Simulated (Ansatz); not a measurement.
## Run report: C2H7AlFN, saddle-point search

System: C2H7AlFN, SMILES C[N](C)[AlH][F].
Method: B3LYP5/LANL2DZ, RKS, core potentials LANL2DZ (Ansatz 0.2.0).

The starting geometry was optimised with B3LYP5/LANL2DZ. Figures and captions count atoms from 1; the log counts them from 0 in places.

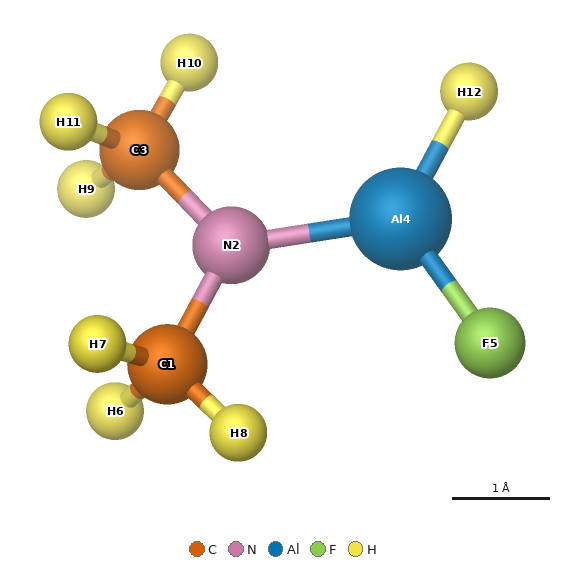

Fig. 1: The input geometry (ball-and-stick view, seen at a tilt; atoms are numbered from 1 in the order of the input). Sticks mark near contacts. Bond lengths as drawn: Al–F 1.72 Å, Al–H 1.58 Å, Al–N 1.78 Å, C–H 1.10 Å and C–N 1.48 Å.

## Input
```yaml
crystal:
  periodic: [false, false, false]
  atoms:
    - {symbol: C, position_ang: [-1.092773, -0.863430, 0.284203]}
    - {symbol: N, position_ang: [0.014943, 0.060422, -0.035023]}
    - {symbol: C, position_ang: [1.304488, -0.383192, 0.528784]}
    - {symbol: Al, position_ang: [-0.177867, 1.551666, -0.996818]}
    - {symbol: F, position_ang: [-1.772551, 1.880203, -1.560577]}
    - {symbol: H, position_ang: [-1.230793, -0.955666, 1.374364]}
    - {symbol: H, position_ang: [-0.895751, -1.872247, -0.115139]}
    - {symbol: H, position_ang: [-2.032995, -0.502685, -0.149253]}
    - {symbol: H, position_ang: [1.254172, -0.457940, 1.627810]}
    - {symbol: H, position_ang: [2.109221, 0.320337, 0.276633]}
    - {symbol: H, position_ang: [1.589402, -1.374762, 0.139409]}
    - {symbol: H, position_ang: [1.007504, 2.542294, -1.340294]}
basis:
  gaussian:
    orbitals: LANL2DZ.json
hamiltonian:
  xc: {name: B3LYP5}
saddle:
  max_steps: 80
  final_atoms:
    - {symbol: C, position_ang: [-1.092836, -0.862511, 0.283552]}
    - {symbol: N, position_ang: [0.014865, 0.061123, -0.036395]}
    - {symbol: C, position_ang: [1.304241, -0.383168, 0.527863]}
    - {symbol: Al, position_ang: [-0.177851, 1.551947, -0.998370]}
    - {symbol: F, position_ang: [-1.774190, 1.877988, -1.559061]}
    - {symbol: H, position_ang: [-0.895465, -1.871555, -0.115061]}
    - {symbol: H, position_ang: [-2.033143, -0.502726, -0.149889]}
    - {symbol: H, position_ang: [-1.230637, -0.953556, 1.373834]}
    - {symbol: H, position_ang: [1.252904, -0.458054, 1.626758]}
    - {symbol: H, position_ang: [2.109048, 0.320252, 0.276327]}
    - {symbol: H, position_ang: [1.588707, -1.374751, 0.138467]}
    - {symbol: H, position_ang: [1.006759, 2.542663, -1.341860]}
```

Run on 1 thread of Intel Xeon @ 2.50GHz (Skylake/Cascade Lake), 12 GiB of memory available, shared host.

Run as:
```bash
ansatz run run.yaml --threads 1 --pin off --max-ram 2610MiB --events-out events.jsonl --progress --plain --runs-dir runs
```

## What the program printed
```
Functional definition: B3LYP5
  name "B3LYP5"
  parameter a0 = 0.2
  parameter ax = 0.72
  parameter ac = 0.81
  exchange = (1 - a0 - ax)*slater_x + ax*b88_x + a0*exact_x
  correlation = (1 - ac)*vwn5_c + ac*lyp_c
797 factors; integrals over basis functions are off by at most 2.7e-4 eV
mean field evaluation 1: about -6437.1315 eV, gradient 6.7e1 eV
mean field evaluation 2: about -6405.3218 eV, gradient 1.3e2 eV
mean field evaluation 4: about -6447.6782 eV, gradient 8.4e0 eV
mean field evaluation 8: about -6447.8545 eV, gradient 6.5e-1 eV
mean field evaluation 16: about -6447.8557 eV, gradient 1.3e-5 eV
mean field -6447.85565403 eV, -236.9543247722 hartree, gradient 1.3e-5 eV, S^2 0.000000; 0 other end points of the search recorded, 0 dependent functions left out
the calculation of the forces begins
reference -6447.85591342 eV, -236.9543343044 hartree; 19, 19 occupied and 39, 39 virtual orbitals, 797 factors
797 factors; integrals over basis functions are off by at most 2.7e-4 eV
mean field evaluation 32: about -6447.8557 eV, gradient 1.3e-5 eV
mean field -6447.85567219 eV, -236.9543254394 hartree, gradient 1.3e-5 eV, S^2 0.000000; 0 other end points of the search recorded, 0 dependent functions left out
[... from here on the field's lines of each further geometry are left out, up to the last ...]
saddle end point (first): F+E_penalty+E_count = -6447.85565403 eV  max|allowed force component| = 9.942e-3 eV/Å  (26 SCF iters)
saddle end point (last): F+E_penalty+E_count = -6447.85567219 eV  max|allowed force component| = 4.310e-3 eV/Å  (26 SCF iters)
saddle step   1: F+E_penalty+E_count = -6447.63503888 eV  max|allowed force component| = 1.160e0 eV/Å  curvature = -0.3387 eV/Å²  mode residual = 1.65e0 eV/Å² (by the climb's estimate)  Δτ_max = 0.0000 Å  (0 rotations, 1 force calls, 26 SCF iters)  cluster: 3 rotations left out, max|force component along them| = 6.857e-8 eV/Å
saddle step   2: F+E_penalty+E_count = -6447.73454229 eV  max|allowed force component| = 4.067e-1 eV/Å  curvature = -0.2991 eV/Å²  mode residual = 1.47e0 eV/Å² (by the climb's estimate)  Δτ_max = 0.1317 Å  (0 rotations, 1 force calls, 28 SCF iters)  cluster: 3 rotations left out, max|force component along them| = 7.024e-8 eV/Å
saddle step   3: F+E_penalty+E_count = -6447.73820884 eV  max|allowed force component| = 2.613e-1 eV/Å  curvature = -0.1197 eV/Å²  mode residual = 6.70e-1 eV/Å² (by the climb's estimate)  Δτ_max = 0.0270 Å  (0 rotations, 1 force calls, 30 SCF iters)  cluster: 3 rotations left out, max|force component along them| = 7.238e-8 eV/Å
saddle step   4: F+E_penalty+E_count = -6447.71391908 eV  max|allowed force component| = 6.453e-1 eV/Å  curvature = +0.4821 eV/Å²  mode residual = 1.73e0 eV/Å² (by the climb's estimate)  Δτ_max = 0.1600 Å  (0 rotations, 1 force calls, 29 SCF iters)  cluster: 3 rotations left out, max|force component along them| = 5.662e-8 eV/Å
saddle step   5: F+E_penalty+E_count = -6447.73925060 eV  max|allowed force component| = 1.893e-1 eV/Å  curvature = -0.0951 eV/Å²  mode residual = 4.57e-1 eV/Å² (by the climb's estimate)  Δτ_max = 0.1344 Å  (0 rotations, 1 force calls, 28 SCF iters)  cluster: 3 rotations left out, max|force component along them| = 8.986e-8 eV/Å
saddle step   6: F+E_penalty+E_count = -6447.73417436 eV  max|allowed force component| = 1.599e-1 eV/Å  curvature = -0.0346 eV/Å²  mode residual = 2.35e-1 eV/Å² (by the climb's estimate)  Δτ_max = 0.0640 Å  (0 rotations, 1 force calls, 28 SCF iters)  cluster: 3 rotations left out, max|force component along them| = 6.209e-8 eV/Å
saddle step   7: F+E_penalty+E_count = -6447.73640641 eV  max|allowed force component| = 1.017e-1 eV/Å  curvature = -0.0437 eV/Å²  mode residual = 1.99e-1 eV/Å² (by the climb's estimate)  Δτ_max = 0.0384 Å  (0 rotations, 1 force calls, 29 SCF iters)  cluster: 3 rotations left out, max|force component along them| = 8.090e-8 eV/Å
saddle step   8: F+E_penalty+E_count = -6447.73987980 eV  max|allowed force component| = 5.902e-2 eV/Å  curvature = -0.2142 eV/Å²  mode residual = 7.88e-1 eV/Å² (by the climb's estimate)  Δτ_max = 0.0300 Å  (0 rotations, 1 force calls, 29 SCF iters)  cluster: 3 rotations left out, max|force component along them| = 8.827e-8 eV/Å
saddle step   9: F+E_penalty+E_count = -6447.74004203 eV  max|allowed force component| = 6.109e-2 eV/Å  curvature = -0.1691 eV/Å²  mode residual = 3.07e-1 eV/Å² (by the climb's estimate)  Δτ_max = 0.0203 Å  (0 rotations, 1 force calls, 29 SCF iters)  cluster: 3 rotations left out, max|force component along them| = 7.309e-8 eV/Å
saddle step  10: F+E_penalty+E_count = -6447.74017335 eV  max|allowed force component| = 2.568e-2 eV/Å  curvature = -0.1801 eV/Å² (error put at 0.0004; -0.1804 at half of saddle.amplitude)  mode residual = 2.39e-1 eV/Å²  Δτ_max = 0.0029 Å  (1 rotations, 14 force calls, 186 SCF iters)  cluster: 3 rotations left out, max|force component along them| = 4.061e-8 eV/Å
saddle search: the rotation starts from a random direction (saddle.seed = 0)
saddle search: the force at step 11 is within saddle.f_tol, and the search now checks the order of the point unasked, since it climbed between two end points, along a mode that its own estimate gave (saddle.final_atoms): at most 100 rotations across the mode and 206 force calls, two more next to a line or behind a second negative curvature, two more where it reads a positive, two for each turn that reads one and six more at each negative that it reads, and up to 22 at one that stands (24 where saddle.amplitude is under 0.005 Å), over each length that the point is read over (saddle.order_check: false declines the check)
the calculation of the forces begins
reference -6447.74047830 eV, -236.9500921422 hartree; 19, 19 occupied and 39, 39 virtual orbitals, 797 factors
797 factors; integrals over basis functions are off by at most 2.7e-4 eV
mean field evaluation 672: about -6447.7402 eV, gradient 1.3e-4 eV
mean field -6447.74021903 eV, -236.9500826142 hartree, gradient 5.2e-6 eV, S^2 0.000000; 1 other end points of the search recorded, 0 dependent functions left out
the calculation of the forces begins
reference -6447.74048168 eV, -236.9500922662 hartree; 19, 19 occupied and 39, 39 virtual orbitals, 797 factors
saddle step  11: F+E_penalty+E_count = -6447.74021903 eV  max|allowed force component| = 1.525e-3 eV/Å  curvature = -0.1867 eV/Å² (error put at 0.0004; -0.1870 at half of saddle.amplitude)  mode residual = 2.34e-1 eV/Å²  Δτ_max = 0.0027 Å  (1 rotations, 78 force calls, 1019 SCF iters)  order check (unasked): positive, curvature across the mode = +0.2036 eV/Å²; +0.1309 less its residual, +0.1307 less it at half of saddle.amplitude; error put at 0.0002 (70 force calls)  cluster: 3 rotations left out, max|force component along them| = 6.942e-8 eV/Å
saddle search: converged on a point 0.115 eV over the first end point and 0.115 eV over the last (a height may lie 9.5e-5 eV lower or 9.5e-5 eV higher, as its energies on support functions err as they are read and their second-order corrections leave open); that the paths down from it lead to those two is not shown, since the search did not follow them: a relaxation from the point displaced along its mode, and one against it, show where they lead (saddle.final_atoms)
Total energy: -6447.74048168 eV, -236.9500922662 hartree
Atom 0 at    -1.116590    -0.857348     0.299180 Å, force     0.001525    -0.000093     0.001365 eV/Å
Atom 1 at     0.017870     0.041328    -0.042228 Å, force    -0.000723    -0.000696     0.000117 eV/Å
Atom 2 at     1.198613    -0.117559     0.833140 Å, force    -0.000002    -0.000117    -0.000095 eV/Å
Atom 3 at    -0.024784     1.215307    -1.387186 Å, force    -0.000619     0.000042    -0.000823 eV/Å
Atom 4 at    -1.483516     1.265910    -2.303682 Å, force     0.000736    -0.000082     0.000487 eV/Å
Atom 5 at    -0.853234    -1.485119     1.160342 Å, force    -0.000742     0.000717    -0.000729 eV/Å
Atom 6 at    -1.372512    -1.527746    -0.533337 Å, force     0.000104     0.000257    -0.000389 eV/Å
Atom 7 at    -2.020651    -0.291926     0.565616 Å, force    -0.000072    -0.000169     0.000089 eV/Å
Atom 8 at     0.952442     0.097655     1.885399 Å, force    -0.000186     0.000020     0.000110 eV/Å
Atom 9 at     2.001307     0.570064     0.532813 Å, force     0.000084     0.000164     0.000016 eV/Å
Atom 10 at     1.602150    -1.141725     0.784090 Å, force    -0.000022    -0.000145    -0.000199 eV/Å
Atom 11 at     1.175904     2.176160    -1.760049 Å, force    -0.000082     0.000101     0.000050 eV/Å
Dipole moment:     0.377003    -0.216553     0.465763 e Å
```

## Trajectory as extended XYZ (Å, eV, eV/Å), 11 frames, from step=1 to step=11
```
12
Properties=species:S:1:pos:R:3:forces:R:3 step=1 energy=-6447.63504
C    -1.0898   -0.8615    0.3194   -1.1597  -0.2770  -0.3647
N     0.0174    0.0360   -0.0363    0.5288   0.2255   0.0559
C     1.2003   -0.1088    0.8247    0.3218  -0.0778   0.2781
Al   -0.0242    1.2200   -1.3920   -0.1622  -0.2148   0.1426
F    -1.4899    1.2648   -2.3087    0.1216   0.0030   0.0696
H    -0.9822   -1.5590    1.1671    0.8537   0.4003   0.0545
H    -1.3280   -1.5177   -0.5312   -0.2393   0.0822  -0.0234
H    -1.9816   -0.2706    0.5776   -0.1438  -0.1039  -0.1837
H     0.9586    0.1124    1.8780    0.0080  -0.0831  -0.0096
H     2.0149    0.5715    0.5408   -0.0637   0.0851  -0.1337
H     1.6115   -1.1311    0.7719   -0.0406   0.0099   0.0727
H     1.1700    2.1891   -1.7770   -0.0245  -0.0493   0.0418
12
Properties=species:S:1:pos:R:3:forces:R:3 step=2 energy=-6447.73454
C    -1.1133   -0.8542    0.2970   -0.2038  -0.4067   0.3601
N     0.0142    0.0362   -0.0390    0.2008   0.2667  -0.2150
C     1.1968   -0.1121    0.8330    0.0745  -0.0529   0.1153
Al   -0.0220    1.2129   -1.3919   -0.0920  -0.0999   0.0644
F    -1.4804    1.2657   -2.3170    0.0879  -0.0075   0.0570
H    -0.8592   -1.5159    1.1486    0.0357   0.2181  -0.2262
H    -1.3894   -1.5114   -0.5387   -0.0018   0.0181  -0.0623
H    -2.0124   -0.2955    0.5926   -0.0146   0.0448  -0.0230
H     0.9541    0.1061    1.8869   -0.0091  -0.0129  -0.0375
H     2.0010    0.5758    0.5341   -0.0485   0.0033  -0.0316
H     1.6077   -1.1352    0.7892   -0.0337   0.0296  -0.0028
H     1.1801    2.1726   -1.7609    0.0045  -0.0006   0.0015
12
Properties=species:S:1:pos:R:3:forces:R:3 step=3 energy=-6447.73821
C    -1.1151   -0.8556    0.2992   -0.1567  -0.2613   0.1731
N     0.0158    0.0366   -0.0424    0.0639   0.1566  -0.1077
C     1.1963   -0.1159    0.8306    0.0551  -0.0015   0.0350
Al   -0.0233    1.2161   -1.3858   -0.0320  -0.0468   0.0048
F    -1.4790    1.2653   -2.3096    0.0262   0.0041   0.0191
H    -0.8514   -1.4939    1.1622   -0.0456   0.1400  -0.1817
H    -1.3781   -1.5268   -0.5349    0.0165   0.0688   0.0704
H    -2.0206   -0.2907    0.5747    0.0770  -0.0445  -0.0306
H     0.9516    0.0998    1.8827   -0.0046   0.0055   0.0159
H     1.9971    0.5738    0.5286   -0.0077  -0.0061   0.0014
H     1.6035   -1.1382    0.7835    0.0080  -0.0184  -0.0019
H     1.1801    2.1746   -1.7548   -0.0001   0.0036   0.0022
12
Properties=species:S:1:pos:R:3:forces:R:3 step=4 energy=-6447.71392
C    -1.1151   -0.8565    0.2999   -0.5461  -0.4879   0.1460
N     0.0145    0.0425   -0.0370   -0.0249   0.0762  -0.0162
C     1.2053   -0.1276    0.8133    0.1104  -0.0210   0.0229
Al   -0.0266    1.2209   -1.3742   -0.0193   0.1092   0.0124
F    -1.5039    1.3117   -2.2522   -0.0367  -0.0058  -0.0509
H    -0.9187   -1.3950    1.2656   -0.1272   0.3997  -0.6453
H    -1.2702   -1.6380   -0.4950    0.0240   0.4974   0.5930
H    -2.0726   -0.2831    0.4238    0.6127  -0.4512  -0.1285
H     0.9776    0.0776    1.8680   -0.0335   0.0196   0.1140
H     2.0116    0.5560    0.5126   -0.0295   0.0181  -0.0349
H     1.6023   -1.1491    0.7498    0.0605  -0.1354   0.0013
H     1.1729    2.1856   -1.7405    0.0096  -0.0190  -0.0138
12
Properties=species:S:1:pos:R:3:forces:R:3 step=5 energy=-6447.73925
C    -1.1165   -0.8593    0.3010   -0.0652   0.1128  -0.1893
N     0.0160    0.0449   -0.0406   -0.0384  -0.0982   0.0452
C     1.1989   -0.1178    0.8305   -0.0023   0.0199  -0.0179
Al   -0.0225    1.2112   -1.3887    0.0088   0.0735   0.0127
F    -1.4869    1.2767   -2.2913   -0.0308  -0.0065  -0.0374
H    -0.8610   -1.4702    1.1703    0.0414  -0.0776   0.1312
H    -1.3568   -1.5440   -0.5272    0.0111   0.0336   0.0486
H    -2.0294   -0.2955    0.5459    0.0454  -0.0251  -0.0134
H     0.9564    0.0982    1.8825   -0.0039   0.0038   0.0278
H     2.0013    0.5681    0.5270    0.0149   0.0058   0.0034
H     1.5994   -1.1420    0.7798    0.0165  -0.0316   0.0006
H     1.1782    2.1748   -1.7553    0.0025  -0.0105  -0.0116
12
Properties=species:S:1:pos:R:3:forces:R:3 step=6 energy=-6447.73417
C    -1.1132   -0.8633    0.2951   -0.0796  -0.1239   0.0995
N     0.0222    0.0252   -0.0536    0.0728   0.1037  -0.0644
C     1.1928   -0.1087    0.8399    0.0234  -0.0570  -0.0332
Al   -0.0072    1.1837   -1.4163   -0.1599   0.1004   0.1213
F    -1.4987    1.3003   -2.2813    0.1171  -0.0616   0.0033
H    -0.8339   -1.5179    1.1373   -0.0553   0.0728  -0.1309
H    -1.3961   -1.5098   -0.5493   -0.0123   0.0189   0.0596
H    -2.0072   -0.2942    0.5983    0.0780  -0.0418  -0.0152
H     0.9343    0.1178    1.8877   -0.0133   0.0082  -0.0372
H     1.9921    0.5817    0.5367    0.0041  -0.0017   0.0169
H     1.6053   -1.1309    0.8079    0.0032   0.0267   0.0210
H     1.1867    2.1610   -1.7684    0.0218  -0.0446  -0.0407
12
Properties=species:S:1:pos:R:3:forces:R:3 step=7 energy=-6447.73641
C    -1.1142   -0.8619    0.2967   -0.0462  -0.0410   0.0234
N     0.0205    0.0316   -0.0497    0.0328   0.0393  -0.0225
C     1.1955   -0.1136    0.8357    0.0225  -0.0364  -0.0355
Al   -0.0130    1.1929   -1.4072   -0.0925   0.1017   0.0992
F    -1.4979    1.2983   -2.2792    0.0563  -0.0458  -0.0187
H    -0.8483   -1.4898    1.1591   -0.0253   0.0210  -0.0511
H    -1.3729   -1.5320   -0.5363   -0.0086   0.0008   0.0365
H    -2.0181   -0.2940    0.5646    0.0406  -0.0200  -0.0072
H     0.9430    0.1071    1.8856   -0.0126   0.0076  -0.0196
H     1.9958    0.5760    0.5334    0.0064  -0.0001   0.0129
H     1.6042   -1.1364    0.7949    0.0090   0.0084   0.0165
H     1.1823    2.1670   -1.7634    0.0175  -0.0356  -0.0338
12
Properties=species:S:1:pos:R:3:forces:R:3 step=8 energy=-6447.73988
C    -1.1163   -0.8587    0.2991   -0.0395  -0.0383   0.0228
N     0.0185    0.0369   -0.0453    0.0130   0.0430   0.0060
C     1.1989   -0.1189    0.8314    0.0080  -0.0216  -0.0172
Al   -0.0235    1.2139   -1.3885   -0.0428   0.0086   0.0014
F    -1.4893    1.2776   -2.2963    0.0395  -0.0076   0.0160
H    -0.8577   -1.4732    1.1739   -0.0319   0.0356  -0.0590
H    -1.3623   -1.5423   -0.5277    0.0028   0.0192   0.0480
H    -2.0256   -0.2901    0.5484    0.0513  -0.0411  -0.0138
H     0.9522    0.0955    1.8838   -0.0043   0.0024  -0.0087
H     2.0000    0.5703    0.5305    0.0032  -0.0007   0.0047
H     1.6046   -1.1425    0.7820    0.0007   0.0074   0.0053
H     1.1773    2.1764   -1.7572    0.0000  -0.0068  -0.0055
12
Properties=species:S:1:pos:R:3:forces:R:3 step=9 energy=-6447.74004
C    -1.1163   -0.8579    0.2991   -0.0300  -0.0497   0.0535
N     0.0176    0.0380   -0.0436    0.0280   0.0611  -0.0283
C     1.1983   -0.1170    0.8327    0.0029  -0.0194   0.0041
Al   -0.0239    1.2152   -1.3879   -0.0373  -0.0232   0.0016
F    -1.4839    1.2690   -2.3056    0.0362  -0.0022   0.0223
H    -0.8528   -1.4874    1.1611   -0.0103   0.0280  -0.0420
H    -1.3747   -1.5282   -0.5329   -0.0007   0.0013   0.0017
H    -2.0202   -0.2921    0.5679    0.0156  -0.0070  -0.0062
H     0.9515    0.0991    1.8849    0.0006   0.0003  -0.0095
H     2.0000    0.5714    0.5314   -0.0021  -0.0010   0.0017
H     1.6037   -1.1409    0.7852   -0.0035   0.0118   0.0020
H     1.1777    2.1756   -1.7582    0.0006   0.0001  -0.0008
12
Properties=species:S:1:pos:R:3:forces:R:3 step=10 energy=-6447.74017
C    -1.1165   -0.8578    0.2993   -0.0176  -0.0222   0.0247
N     0.0170    0.0405   -0.0422    0.0182   0.0257  -0.0207
C     1.1984   -0.1170    0.8328   -0.0019  -0.0073   0.0044
Al   -0.0240    1.2148   -1.3879   -0.0236  -0.0088   0.0044
F    -1.4836    1.2683   -2.3047    0.0205  -0.0023   0.0113
H    -0.8529   -1.4867    1.1603   -0.0027   0.0112  -0.0155
H    -1.3732   -1.5280   -0.5332    0.0001   0.0015  -0.0004
H    -2.0210   -0.2932    0.5673    0.0080  -0.0017  -0.0037
H     0.9526    0.0993    1.8851    0.0007  -0.0002  -0.0030
H     2.0008    0.5705    0.5313   -0.0012   0.0000   0.0002
H     1.6022   -1.1412    0.7849   -0.0016   0.0044  -0.0003
H     1.1774    2.1754   -1.7588    0.0010  -0.0004  -0.0015
12
Properties=species:S:1:pos:R:3:forces:R:3 step=11 energy=-6447.74022
C    -1.1166   -0.8573    0.2992    0.0015  -0.0001   0.0014
N     0.0179    0.0413   -0.0422   -0.0007  -0.0007   0.0001
C     1.1986   -0.1176    0.8331    0.0000  -0.0001  -0.0001
Al   -0.0248    1.2153   -1.3872   -0.0006   0.0000  -0.0008
F    -1.4835    1.2659   -2.3037    0.0007  -0.0001   0.0005
H    -0.8532   -1.4851    1.1603   -0.0007   0.0007  -0.0007
H    -1.3725   -1.5277   -0.5333    0.0001   0.0003  -0.0004
H    -2.0207   -0.2919    0.5656   -0.0001  -0.0002   0.0001
H     0.9524    0.0977    1.8854   -0.0002   0.0000   0.0001
H     2.0013    0.5701    0.5328    0.0001   0.0002   0.0000
H     1.6021   -1.1417    0.7841    0.0000  -0.0001  -0.0002
H     1.1759    2.1762   -1.7600   -0.0001   0.0001   0.0001
```

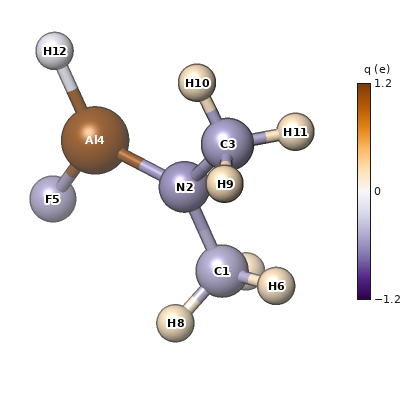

Fig. 2: Mulliken charges, as the colour of each atom (ball-and-stick view, seen at a tilt; atoms are numbered from 1 in the order of the input). By element: C −0.53 to −0.52, N −0.63, Al +1.15, F −0.59 and H −0.16 to +0.22 e.

## Results in brief

| quantity | value |
| --- | --- |
| outcome | converged |
| total energy | −236.950092 hartree |
| basis functions | 58 |
| largest force | 0.002 eV/Å |
| dipole moment | 3.06 D |
| wall time | 5 min |
| peak memory | 0.15 GiB |
